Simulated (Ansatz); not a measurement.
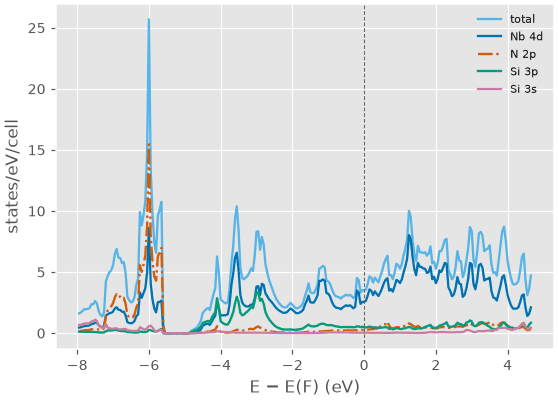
Figure: Total and projected density of states of Nb$_{2}$SiN in space group P6_3/mmc (No. 194; Si on 2d, Nb on 4f, N on 2a), the program Ansatz at the PBE level (PAW)

Problem. Which orbitals carry the states next to the Fermi level?

Solution. Within 0.5 eV of the Fermi level: Nb 4d 74 %, Si 3p 13 %, N 2p 8 %. Projections are on Löwdin-orthogonalised atomic valence shells; empty p or d shells of many metals are not among them.

Problem. Where is the tallest occupied peak in this window, and what makes it?

Solution. Near -6.0 eV, about 26 states/eV per cell; the largest projected share is N 2p.

The start of the workflow was typed in or built on a structure type; neither database checked (COD, Materials Project) lists it. Its standing as an ambient phase is unchecked. The PBE relaxation kept the symmetry of its start; whether a distortion lowers the energy is not shown. The workflow began spin-polarised and lost its moments. Spin–orbit coupling is left out wherever it is not named.

Potentials: the earlier of the program's two PAW sets.
